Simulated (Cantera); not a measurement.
Input: 1 mol Fe(CO)₅, 0.53 mol H₂, 0.0063 mol O₂, at 66.0 Torr.

Method: chemical equilibrium by Gibbs-energy minimisation in Cantera with the NASA 1993 tables (ideal gas, pure condensed phases). Candidate condensed phases: C, C₆H₆, C₇H₈, C₈H₁₈, Fe, Fe(CO)₅, FeO, Fe(OH)₂, Fe(OH)₃, Fe₂O₃, Fe₃O₄, H₂O; 114 gas species. Condensed phases not in the tables: cementite and carbon dissolved in iron. Equilibrium is a limit: real reactors are often held back by kinetics, nucleation or transport.

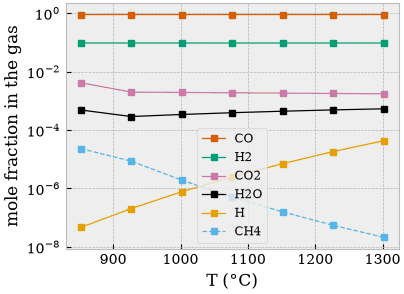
Fig. 1. Equilibrium gas composition (values under 1e-9 drawn at 1e-9)

**Question.** Read off the mole fractions at 1077 °C.

**Answer.** CO about 0.90, H₂ about 0.095, CO₂ about 0.0019, H₂O about 0.00039, H about 2.5e-6, CH₄ about 5.1e-7.
